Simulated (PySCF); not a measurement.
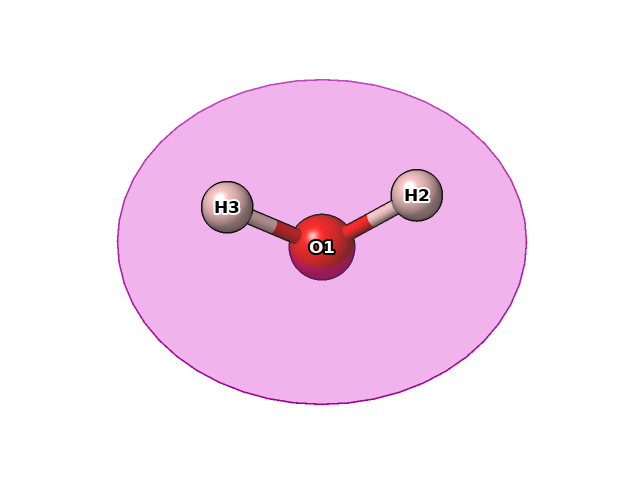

A disc through the centre of mass is drawn in. Distant atoms are faded towards the background colour. The geometry was computed by an optimisation with PBE0-D3(BJ)/def2-SVP. No frequency run is at hand to confirm it as a minimum.

> Is the plane of the disc a mirror plane of the structure?

No. The point group is C2v, with 1 C2 axis and 2 mirror planes, and this plane isn't one of its mirror planes.
